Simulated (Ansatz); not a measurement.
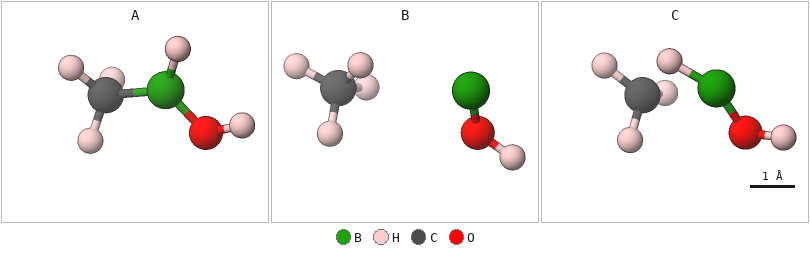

3 geometries from a converged minimum-energy path of CH$_{5}$BO, shuffled. Style: ball-and-stick. Shown at a tilt.

Theory: RKS PBE/def2-SVP (Ansatz 0.2.0). Settings: 5 movable images; climbing image; force threshold 0.05 eV/Å; iteration limit 60; starting path through a guess of the saddle point.

Question: One of them is the converged climbing image. Which?

Answer: C. In order along the path, whose images run from 0 to 6: A (image 1, +2.4 kJ/mol), C (image 3, +392.1 kJ/mol), B (image 5, +264.0 kJ/mol). Breaking: B–C (1.57 → 3.87 Å), B–H (1.23 → 3.31 Å). Forming: C–H (2.45 → 1.11 Å).

The run took 61 s on 1 thread of Intel(R) Xeon(R) 6975P-C (Granite Rapids) (shared host), peak memory 0.12 GiB.
